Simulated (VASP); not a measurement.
```yaml
crystal:
  lattice:
    - [0.00000, 2.50842, 2.50842]
    - [2.50842, 0.00000, 2.50842]
    - [2.50842, 2.50842, 0.00000]
  atoms:
    - { symbol: Ni, position: [0.75000, 0.75000, 0.75000], spin: -0.9 }
    - { symbol: Ni, position: [0.50000, 0.50000, 0.50000], spin: -0.9 }
```

Method: r2SCAN meta-GGA, VASP's PBE PAW potentials (set 64) (plane waves; VASP). Settings: 400 eV cut-off, 14×14×14 Γ-centred mesh, tetrahedra with Blöchl corrections, potentials Ni.

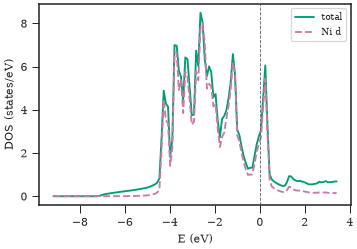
Fig. 1. Total and projected density of states, zero at the Fermi level

Within 2 eV below the Fermi level the largest weight inside VASP's projection spheres is Ni d.

It has no gap at this level: it comes out as a metal or semimetal.

The structure was generated: Ni was put into the diamond type (Fd-3m), which need not be its known phase. It was relaxed first, which changed the volume by +30 %.
